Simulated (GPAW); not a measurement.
Spin states calculation of C₂H₄Sn (part 2 of 3)

Continued. System: C₂H₄Sn (Sn(CCH)H3), SMILES [H][Sn]([H])([H])[C]#C. Method: revPBE/dzp, scalar-relativistic datasets (GPAW 26.7.0). The run did not end well. The geometry comes from this level: GFN2-xTB. The run did not end well; see the last part.

Geometry of the input (Å):
```
Sn -0.0073  -0.0061  -1.1505
C  -0.0015  0.0050  0.9092
C  0.0090  0.0141  2.1102
H  0.0200  0.0199  3.1628
H  1.5577  -0.0088  -1.6764
H  -0.7937  1.3435  -1.6853
H  -0.7841  -1.3676  -1.6700
```

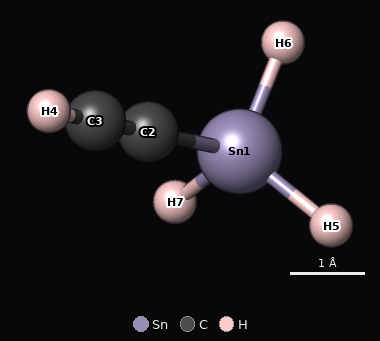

The structure as given in the input (ball-and-stick view, seen at a tilt; atoms are numbered from 1 in the order of the input). Sticks mark near contacts.

Output, continued
```
        _gpaw.cpython-312-aarch64-linux-gnu.so

Input parameters:
  mode=LCAO(),
  basis={'default': 'dzp'},
  charge=0.0,
  convergence={'density': 1e-06},
  h=0.16,
  maxiter=100,
  nbands=-1,
  occupations=Occupations(name='fermi-dirac', width=0.0, fixmagmom=True),
  symmetry=Symmetry(point_group=False, time_reversal=False),
  xc=XC(name='revPBE')

timing:  # [seconds]
  Total: 39.723  # ━━━━━━━━━━━━━━━━━━━━━━━━━━━━━━━━━━━━━━━━━━━━━━━━━━━━━━━━━━
  Init:  21.180  # ━━━━━━━━━━━━━━━━━━━━━━━━━━━━━━━
  SCF:   18.532  # ━━━━━━━━━━━━━━━━━━━━━━━━━━━

Max RSS: 1041.520  # MiB
        .---------------------------.
       /|                           |
      / |                           |
     /  |                           |
    /   |                           |
   /    |                           |
  /     |                           |
 *      |                           |
 |      |                           |
 |      |         H                 |
 |      |         C                 |
 |      |                           |
 |      |         C                 |
 |      |                           |
 |      |       H Sn                |
 |      |            H              |
 |      |      H                    |
 |      .---------------------------.
 |     /                           /
 |    /                           /
 |   /                           /
 |  /                           /
 | /                           /
 |/                           /
 *---------------------------*

Atoms  # Å, Bohr magnetons
|   | symbol |        x |        y |        z |    initial magnetic moments |
|---|--------|----------|----------|----------|-----------------------------|
| 0 |     Sn | 5.286400 | 5.861500 | 5.034800 | ( 0.0000,  0.0000,  0.2857) |
| 1 |      C | 5.292200 | 5.872600 | 7.094500 | ( 0.0000,  0.0000,  0.2857) |
| 2 |      C | 5.302700 | 5.881700 | 8.295500 | ( 0.0000,  0.0000,  0.2857) |
| 3 |      H | 5.313700 | 5.887500 | 9.348100 | ( 0.0000,  0.0000,  0.2857) |
| 4 |      H | 6.851400 | 5.858800 | 4.508900 | ( 0.0000,  0.0000,  0.2857) |
| 5 |      H | 4.500000 | 7.211100 | 4.500000 | ( 0.0000,  0.0000,  0.2857) |
| 6 |      H | 4.509600 | 4.500000 | 4.515300 | ( 0.0000,  0.0000,  0.2857) |

Unit cell  # Å
| periodic |         x |         y |         z |   lengths |    angles |
|----------|-----------|-----------|-----------|-----------|-----------|
|       no | 11.351400 |  0.000000 |  0.000000 | 11.351400 | 90.000000 |
|       no |  0.000000 | 11.711100 |  0.000000 | 11.711100 | 90.000000 |
|       no |  0.000000 |  0.000000 | 13.848100 | 13.848100 | 90.000000 |

Number of symmetries: 1
Symmetry operations  # r_c * U_cc + t_c -> r_c
|   | kind |            matrix            |
|---|------|------------------------------|
| 0 |  E   |  1, 0, 0,  0, 1, 0,  0, 0, 1 |

BZ-sampling:
  Number of BZ points: 1
  Number of IBZ points: 1

  Monkhorst-Pack size: [1, 1, 1]
  Monkhorst-Pack shift: [0, 0, 0]

K-points  # in reciprocal-cell coordinates
|   |                                coordinates |     weight |
|---|--------------------------------------------|------------|
| 0 | (  0.00000000,   0.00000000,   0.00000000) | 1.00000000 |

basis functions: 69
Spin-components: 2 (collinear spins)
Bands:           15
Projectors:      28
Spin-degeneracy: 1
Datatype:        <class 'float'>

  Storage: CPU
  Wave functions: 16_560 bytes (16_560 per core)

Parallelization:
  kpt:    1
  domain: 1
  band:   1

Density:
  Valence electrons: 26.0
  Components: 2
  Grid points: [72 72 88]
  Charge: 0.0  # |e|

Potential:
  Grid points: [72 72 88]

species:
  Sn:
    name:    Tin
    Z:       50.0
    valence: 14
    core:    36
    charge:  0.0  # [|e|]
    file:    Sn.revPBE.gz
    compensation charges:
      type: gauss
      rc: 0.38  # [Å]
      lmax: 2
    cutoffs:
      filter: 2.23  # [Å]
      core: 2.35  # [Å]
    projectors
    | kind |    occ | energy [eV] | rcut [Å] |
    |------|--------|-------------|----------|
    |   5s |  2.000 |     -10.469 |    1.201 |
    |   5p |  2.000 |      -3.642 |    1.270 |
    |   4d | 10.000 |     -25.826 |    1.185 |
    |    s |        |      16.742 |    1.201 |
    |    p |        |      23.569 |    1.270 |
    |    d |        |       1.385 |    1.185 |

    LCAO basis set for Sn:
      Name: dzp
      File: Sn.dzp.basis.gz
      Number of radial functions: 7
      Number of spherical harmonics: 23
        l=0, rc=7.1250 Bohr: 5s-sz confined orbital
        l=1, rc=9.5469 Bohr: 5p-sz confined orbital
        l=2, rc=4.0625 Bohr: 4d-sz confined orbital
        l=0, rc=4.1250 Bohr: 5s-dz split-valence wave
        l=1, rc=5.6719 Bohr: 5p-dz split-valence wave
        l=2, rc=2.5938 Bohr: 4d-dz split-valence wave
        l=2, rc=9.5469 Bohr: d-type Gaussian polarization
      Number of RI-basis functions 0

  C:
    name:    Carbon
    Z:       6.0
    valence: 4
    core:    2
    charge:  0.0  # [|e|]
    file:    C.revPBE.gz
    compensation charges:
      type: gauss
      rc: 0.20  # [Å]
      lmax: 2
    cutoffs:
      filter: 1.14  # [Å]
      core: 1.14  # [Å]
    projectors
    | kind |    occ | energy [eV] | rcut [Å] |
    |------|--------|-------------|----------|
    |   2s |  2.000 |     -13.783 |    0.635 |
    |   2p |  2.000 |      -5.237 |    0.635 |
    |    s |        |      13.429 |    0.635 |
    |    p |        |      21.974 |    0.635 |
    |    d |        |       0.000 |    0.635 |

    LCAO basis set for C:
      Name: dzp
      File: C.dzp.basis.gz
      Number of radial functions: 5
      Number of spherical harmonics: 13
        l=0, rc=5.5469 Bohr: 2s-sz confined orbital
        l=1, rc=6.6719 Bohr: 2p-sz confined orbital
        l=0, rc=3.0312 Bohr: 2s-dz split-valence wave
        l=1, rc=3.7500 Bohr: 2p-dz split-valence wave
        l=2, rc=6.6719 Bohr: d-type Gaussian polarization
      Number of RI-basis functions 0

  H:
    name:    Hydrogen
    Z:       1.0
    valence: 1
    core:    0
    charge:  0.0  # [|e|]
    file:    H.revPBE.gz
    compensation charges:
      type: gauss
      rc: 0.15  # [Å]
      lmax: 2
    cutoffs:
      filter: 0.85  # [Å]
      core: 0.53  # [Å]
    projectors
    | kind |    occ | energy [eV] | rcut [Å] |
    |------|--------|-------------|----------|
    |   1s |  1.000 |      -6.547 |    0.476 |
    |    s |        |      20.664 |    0.476 |
    |    p |        |       0.000 |    0.476 |

    LCAO basis set for H:
      Name: dzp
      File: H.dzp.basis.gz
      Number of radial functions: 3
      Number of spherical harmonics: 5
        l=0, rc=6.4219 Bohr: 1s-sz confined orbital
        l=0, rc=3.6094 Bohr: 1s-dz split-valence wave
        l=1, rc=6.4219 Bohr: p-type Gaussian polarization
      Number of RI-basis functions 0

Reference energy: -170125.552029  # eV

eigensolver:
  <gpaw.new.lcao.eigensolver.LCAOEigensolver object at 0xf2a6d298dc70>
density mixing:
  MSR1-Mixer
  Pratt-step length: 0.05
  Maximum mixing coefficient: 0.75
  Old densities: 10
  SVD Regularization: 0.005
  Good broyden scale: 1.0
  Trust region scale: 1.0
  Backstep threshold: 4.0
  History deletion threshold: 6.0
  Fourier metric: weight=20.0, sigma=0.015

occupation numbers:
  Fixed magnetic moment: 2.000
  # Zero width

FastPoissonSolver using
    Stencil: 6*3+1=19 point O(h^6) finite-difference Laplacian
    FFT axes: []
    FST axes: [np.int64(0), np.int64(1), np.int64(2)]

xc functional:
  name: revPBE with 2 nearest neighbor stencil
interpolation: tri-quintic # 5. degree polynomial

        .---------------------------.
       /|                           |
      / |                           |
     /  |                           |
    /   |                           |
   /    |                           |
  /     |                           |
 *      |                           |
 |      |                           |
 |      |         H                 |
 |      |         C                 |
 |      |                           |
 |      |         C                 |
 |      |                           |
 |      |       H Sn                |
 |      |            H              |
 |      |      H                    |
 |      .---------------------------.
 |     /                           /
 |    /                           /
 |   /                           /
 |  /                           /
 | /                           /
 |/                           /
 *---------------------------*

Atoms  # Å, Bohr magnetons
|   | symbol |        x |        y |        z |    initial magnetic moments |
|---|--------|----------|----------|----------|-----------------------------|
| 0 |     Sn | 5.286400 | 5.861500 | 5.034800 | ( 0.0000,  0.0000,  0.2857) |
| 1 |      C | 5.292200 | 5.872600 | 7.094500 | ( 0.0000,  0.0000,  0.2857) |
| 2 |      C | 5.302700 | 5.881700 | 8.295500 | ( 0.0000,  0.0000,  0.2857) |
| 3 |      H | 5.313700 | 5.887500 | 9.348100 | ( 0.0000,  0.0000,  0.2857) |
| 4 |      H | 6.851400 | 5.858800 | 4.508900 | ( 0.0000,  0.0000,  0.2857) |
| 5 |      H | 4.500000 | 7.211100 | 4.500000 | ( 0.0000,  0.0000,  0.2857) |
| 6 |      H | 4.509600 | 4.500000 | 4.515300 | ( 0.0000,  0.0000,  0.2857) |

Unit cell  # Å
| periodic |         x |         y |         z |   lengths |    angles |
|----------|-----------|-----------|-----------|-----------|-----------|
|       no | 11.351400 |  0.000000 |  0.000000 | 11.351400 | 90.000000 |
|       no |  0.000000 | 11.711100 |  0.000000 | 11.711100 | 90.000000 |
|       no |  0.000000 |  0.000000 | 13.848100 | 13.848100 | 90.000000 |

Number of symmetries: 1
Symmetry operations  # r_c * U_cc + t_c -> r_c
|   | kind |            matrix            |
|---|------|------------------------------|
| 0 |  E   |  1, 0, 0,  0, 1, 0,  0, 0, 1 |

BZ-sampling:
  Number of BZ points: 1
  Number of IBZ points: 1

  Monkhorst-Pack size: [1, 1, 1]
  Monkhorst-Pack shift: [0, 0, 0]

K-points  # in reciprocal-cell coordinates
|   |                                coordinates |     weight |
|---|--------------------------------------------|------------|
| 0 | (  0.00000000,   0.00000000,   0.00000000) | 1.00000000 |

basis functions: 69
Spin-components: 2 (collinear spins)
Bands:           15
Projectors:      28
Spin-degeneracy: 1
Datatype:        <class 'float'>

  Storage: CPU
  Wave functions: 16_560 bytes (16_560 per core)

Parallelization:
  kpt:    1
  domain: 1
  band:   1

Density:
  Valence electrons: 26.0
  Components: 2
  Grid points: [72 72 88]
  Charge: 0.0  # |e|

Potential:
  Grid points: [72 72 88]

species:
  Sn:
    name:    Tin
    Z:       50.0
    valence: 14
    core:    36
    charge:  0.0  # [|e|]
    file:    Sn.revPBE.gz
    compensation charges:
      type: gauss
      rc: 0.38  # [Å]
      lmax: 2
    cutoffs:
      filter: 2.23  # [Å]
      core: 2.35  # [Å]
    projectors
    | kind |    occ | energy [eV] | rcut [Å] |
    |------|--------|-------------|----------|
    |   5s |  2.000 |     -10.469 |    1.201 |
    |   5p |  2.000 |      -3.642 |    1.270 |
    |   4d | 10.000 |     -25.826 |    1.185 |
    |    s |        |      16.742 |    1.201 |
    |    p |        |      23.569 |    1.270 |
    |    d |        |       1.385 |    1.185 |

    LCAO basis set for Sn:
      Name: dzp
      File: Sn.dzp.basis.gz
      Number of radial functions: 7
      Number of spherical harmonics: 23
        l=0, rc=7.1250 Bohr: 5s-sz confined orbital
        l=1, rc=9.5469 Bohr: 5p-sz confined orbital
        l=2, rc=4.0625 Bohr: 4d-sz confined orbital
        l=0, rc=4.1250 Bohr: 5s-dz split-valence wave
        l=1, rc=5.6719 Bohr: 5p-dz split-valence wave
        l=2, rc=2.5938 Bohr: 4d-dz split-valence wave
        l=2, rc=9.5469 Bohr: d-type Gaussian polarization
      Number of RI-basis functions 0

  C:
    name:    Carbon
    Z:       6.0
    valence: 4
    core:    2
    charge:  0.0  # [|e|]
    file:    C.revPBE.gz
    compensation charges:
      type: gauss
      rc: 0.20  # [Å]
      lmax: 2
    cutoffs:
      filter: 1.14  # [Å]
      core: 1.14  # [Å]
    projectors
    | kind |    occ | energy [eV] | rcut [Å] |
    |------|--------|-------------|----------|
    |   2s |  2.000 |     -13.783 |    0.635 |
    |   2p |  2.000 |      -5.237 |    0.635 |
    |    s |        |      13.429 |    0.635 |
    |    p |        |      21.974 |    0.635 |
    |    d |        |       0.000 |    0.635 |

    LCAO basis set for C:
      Name: dzp
      File: C.dzp.basis.gz
      Number of radial functions: 5
      Number of spherical harmonics: 13
        l=0, rc=5.5469 Bohr: 2s-sz confined orbital
        l=1, rc=6.6719 Bohr: 2p-sz confined orbital
        l=0, rc=3.0312 Bohr: 2s-dz split-valence wave
        l=1, rc=3.7500 Bohr: 2p-dz split-valence wave
        l=2, rc=6.6719 Bohr: d-type Gaussian polarization
      Number of RI-basis functions 0

  H:
    name:    Hydrogen
    Z:       1.0
    valence: 1
    core:    0
    charge:  0.0  # [|e|]
    file:    H.revPBE.gz
    compensation charges:
      type: gauss
      rc: 0.15  # [Å]
      lmax: 2
    cutoffs:
      filter: 0.85  # [Å]
      core: 0.53  # [Å]
    projectors
    | kind |    occ | energy [eV] | rcut [Å] |
    |------|--------|-------------|----------|
    |   1s |  1.000 |      -6.547 |    0.476 |
    |    s |        |      20.664 |    0.476 |
    |    p |        |       0.000 |    0.476 |

    LCAO basis set for H:
      Name: dzp
      File: H.dzp.basis.gz
      Number of radial functions: 3
      Number of spherical harmonics: 5
        l=0, rc=6.4219 Bohr: 1s-sz confined orbital
        l=0, rc=3.6094 Bohr: 1s-dz split-valence wave
        l=1, rc=6.4219 Bohr: p-type Gaussian polarization
      Number of RI-basis functions 0

Reference energy: -170125.552029  # eV

eigensolver:
  <gpaw.new.lcao.eigensolver.LCAOEigensolver object at 0xf2a6d29b29c0>
density mixing:
  MSR1-Mixer
  Pratt-step length: 0.05
  Maximum mixing coefficient: 0.75
  Old densities: 10
  SVD Regularization: 0.005
  Good broyden scale: 1.0
  Trust region scale: 1.0
  Backstep threshold: 4.0
  History deletion threshold: 6.0
  Fourier metric: weight=20.0, sigma=0.015

occupation numbers:
  Fixed magnetic moment: 2.000
  # Zero width

FastPoissonSolver using
    Stencil: 6*3+1=19 point O(h^6) finite-difference Laplacian
    FFT axes: []
    FST axes: [np.int64(0), np.int64(1), np.int64(2)]

xc functional:
  name: revPBE with 2 nearest neighbor stencil
interpolation: tri-quintic # 5. degree polynomial

Initialization done in: 36.486 s

convergence criteria:
- Maximum integral of absolute [dens]ity change: 1e-06 electrons / valence electron
- Maximum [total energy] change in last 3 cyles: 0.0005 eV / valence electron
- Maximum integral of absolute [eigenst]ate change: 4e-08 eV^2 / valence electron
maximum number of iterations: 100

SCF iterations
|iter     |     time |      energy | eigst |  dens |  magmom |
|---------|----------|-------------|-------|-------|---------|
|iter:   1| 00:01:16 |  -25.708553 |      c|       |  +2.0037|
|iter:   2| 00:01:19 |  -24.898725 |      c| -0.68 |  +2.0035|
|iter:   3| 00:01:22 |  -24.451376 |      c| -0.73 |  +2.0027|
|iter:   4| 00:01:24 |  -24.155882 |      c| -0.76 |  +2.0022|
|iter:   5| 00:01:26 |  -24.025122 |      c| -0.85 |  +2.0012|
|iter:   6| 00:01:28 |  -24.210612 |      c| -1.04 |  +2.0005|
|iter:   7| 00:01:31 |  -24.330352 |      c| -1.27 |  +2.0002|
|iter:   8| 00:01:33 |  -24.379152 |      c| -1.57 |  +2.0000|
|iter:   9| 00:01:35 |  -24.383993 |      c| -2.02 |  +2.0000|
|iter:  10| 00:01:37 |  -24.384175c|      c| -2.29 |  +2.0000|
|iter:  11| 00:01:40 |  -24.384110c|      c| -2.44 |  +2.0000|
|iter:  12| 00:01:43 |  -24.384033c|      c| -2.59 |  +2.0000|
|iter:  13| 00:01:45 |  -24.384029c|      c| -3.06 |  +2.0000|
|iter:  14| 00:01:48 |  -24.384030c|      c| -3.30 |  +2.0000|
|iter:  15| 00:01:52 |  -24.384032c|      c| -3.49 |  +2.0000|
|iter:  16| 00:01:55 |  -24.384034c|      c| -3.98 |  +2.0000|
|iter:  17| 00:01:58 |  -24.384038c|      c| -4.06 |  +2.0000|
|iter:  18| 00:02:01 |  -24.384055c|      c| -3.98 |  +2.0000|
|iter:  19| 00:02:05 |  -24.384113c|      c| -3.73 |  +2.0000|
|iter:  20| 00:02:08 |  -24.384187c|      c| -3.39 |  +2.0000|
|iter:  21| 00:02:12 |  -24.384125c|      c| -3.10 |  +2.0000|
|iter:  22| 00:02:18 |  -24.384261c|      c| -3.72 |  +2.0000|
|iter:  23| 00:02:23 |  -24.384267c|      c| -3.40 |  +2.0000|
|iter:  24| 00:02:26 |  -24.384173c|      c| -3.59 |  +2.0000|
|iter:  25| 00:02:29 |  -24.384322c|      c| -3.80 |  +2.0000|
|iter:  26| 00:02:33 |  -24.381531c|      c| -3.20 |  +2.0000|
|iter:  27| 00:02:36 |  -24.384181c|      c| -2.28 |  +2.0000|
|iter:  28| 00:02:40 |  -24.384102c|      c| -3.77 |  +2.0000|
|iter:  29| 00:02:45 |  -24.384229c|      c| -2.71 |  +2.0000|
|iter:  30| 00:02:48 |  -24.384291c|      c| -3.88 |  +2.0000|
|iter:  31| 00:02:52 |  -24.384229c|      c| -3.48 |  +2.0000|
|iter:  32| 00:02:55 |  -24.384222c|      c| -3.69 |  +2.0000|
|iter:  33| 00:02:58 |  -24.384217c|      c| -3.85 |  +2.0000|
|iter:  34| 00:03:00 |  -24.384309c|      c| -3.65 |  +2.0000|
|iter:  35| 00:03:02 |  -24.384222c|      c| -3.88 |  +2.0000|
|iter:  36| 00:03:04 |  -24.384358c|      c| -3.69 |  +2.0000|
|iter:  37| 00:03:07 |  -24.384445c|      c| -3.63 |  +2.0000|
|iter:  38| 00:03:09 |  -24.384585c|      c| -3.80 |  +2.0000|
|iter:  39| 00:03:12 |  -24.384278c|      c| -2.96 |  +2.0000|
|iter:  40| 00:03:16 |  -24.384573c|      c| -3.10 |  +2.0000|
|iter:  41| 00:03:19 |  -24.384649c|      c| -3.35 |  +2.0000|
|iter:  42| 00:03:24 |  -24.384719c|      c| -3.59 |  +2.0000|
|iter:  43| 00:03:30 |  -24.384427c|      c| -3.30 |  +2.0000|
|iter:  44| 00:03:36 |  -24.384232c|      c| -3.12 |  +2.0000|
|iter:  45| 00:03:38 |  -24.383690c|      c| -3.91 |  +2.0000|
|iter:  46| 00:03:41 |  -24.384026c|      c| -2.76 |  +2.0000|
|iter:  47| 00:03:44 |  -24.383908c|      c| -3.04 |  +2.0000|
|iter:  48| 00:03:47 |  -24.383962c|      c| -2.91 |  +2.0000|
|iter:  49| 00:03:50 |  -24.383940c|      c| -2.96 |  +2.0000|
|iter:  50| 00:03:53 |  -24.383949c|      c| -2.94 |  +2.0000|
|iter:  51| 00:03:57 |  -24.383945c|      c| -2.95 |  +2.0000|
|iter:  52| 00:04:00 |  -24.384117c|      c| -2.94 |  +2.0000|
|iter:  53| 00:04:03 |  -24.384397c|      c| -3.18 |  +2.0000|
|iter:  54| 00:04:07 |  -24.384029c|      c| -3.61 |  +2.0000|
|iter:  55| 00:04:09 |  -24.384132c|      c| -2.96 |  +2.0000|
|iter:  56| 00:04:12 |  -24.384298c|      c| -3.14 |  +2.0000|
|iter:  57| 00:04:15 |  -24.384396c|      c| -3.31 |  +2.0000|
|iter:  58| 00:04:18 |  -24.384475c|      c| -3.01 |  +2.0000|
|iter:  59| 00:04:20 |  -24.384563c|      c| -3.35 |  +2.0000|
|iter:  60| 00:04:23 |  -24.384572c|      c| -2.98 |  +2.0000|
|iter:  61| 00:04:26 |  -24.384655c|      c| -3.54 |  +2.0000|
|iter:  62| 00:04:31 |  -24.384690c|      c| -3.00 |  +2.0000|
|iter:  63| 00:04:36 |  -24.384778c|      c| -3.51 |  +2.0000|
|iter:  64| 00:04:42 |  -24.384855c|      c| -3.05 |  +2.0000|
|iter:  65| 00:04:45 |  -24.384697c|      c| -3.39 |  +2.0000|
|iter:  66| 00:04:47 |  -24.384951c|      c| -2.76 |  +2.0000|
|iter:  67| 00:04:49 |  -24.385059c|      c| -3.05 |  +2.0000|
|iter:  68| 00:04:52 |  -24.385012c|      c| -3.48 |  +2.0000|
|iter:  69| 00:04:54 |  -24.385099c|      c| -2.78 |  +2.0000|
|iter:  70| 00:04:56 |  -24.385131c|      c| -2.85 |  +2.0000|
|iter:  71| 00:04:59 |  -24.384965c|      c| -3.18 |  +2.0000|
|iter:  72| 00:05:01 |  -24.384903c|      c| -3.54 |  +2.0000|
|iter:  73| 00:05:03 |  -24.385028c|      c| -3.70 |  +2.0000|
|iter:  74| 00:05:06 |  -24.384972c|      c| -3.75 |  +2.0000|
|iter:  75| 00:05:08 |  -24.384872c|      c| -3.56 |  +2.0000|
|iter:  76| 00:05:10 |  -24.384978c|      c| -3.88 |  +2.0000|
|iter:  77| 00:05:13 |  -24.384707c|      c| -3.77 |  +2.0000|
|iter:  78| 00:05:15 |  -24.385014c|      c| -3.27 |  +2.0000|
|iter:  79| 00:05:17 |  -24.384917c|      c| -3.86 |  +2.0000|
|iter:  80| 00:05:19 |  -24.385088c|      c| -3.86 |  +2.0000|
|iter:  81| 00:05:22 |  -24.385207c|      c| -3.66 |  +2.0000|
|iter:  82| 00:05:24 |  -24.385236c|      c| -2.94 |  +2.0000|
|iter:  83| 00:05:26 |  -24.385238c|      c| -2.99 |  +2.0000|
|iter:  84| 00:05:28 |  -24.385222c|      c| -3.16 |  +2.0000|
|iter:  85| 00:05:31 |  -24.385239c|      c| -3.42 |  +2.0000|
|iter:  86| 00:05:33 |  -24.385234c|      c| -2.93 |  +2.0000|
|iter:  87| 00:05:35 |  -24.385373c|      c| -3.48 |  +2.0000|
|iter:  88| 00:05:37 |  -24.385197c|      c| -3.24 |  +2.0000|
|iter:  89| 00:05:40 |  -24.385446c|      c| -3.11 |  +2.0000|
|iter:  90| 00:05:42 |  -24.379353c|      c| -3.83 |  +2.0000|
|iter:  91| 00:05:45 |  -24.384997c|      c| -2.12 |  +2.0000|
|iter:  92| 00:05:47 |  -24.383259c|      c| -2.58 |  +2.0000|
|iter:  93| 00:05:49 |  -24.383226c|      c| -2.32 |  +2.0000|
|iter:  94| 00:05:52 |  -24.383595c|      c| -2.32 |  +2.0000|
|iter:  95| 00:05:54 |  -24.383744c|      c| -2.35 |  +2.0000|
|iter:  96| 00:05:56 |  -24.383755c|      c| -2.37 |  +2.0000|
|iter:  97| 00:05:58 |  -24.383835c|      c| -2.37 |  +2.0000|
|iter:  98| 00:06:00 |  -24.383810c|      c| -2.38 |  +2.0000|
|iter:  99| 00:06:03 |  -24.383869c|      c| -2.37 |  +2.0000|
|iter: 100| 00:06:06 |  -24.383830c|      c| -2.38 |  +2.0000|
gpaw.KohnShamConvergenceError
```
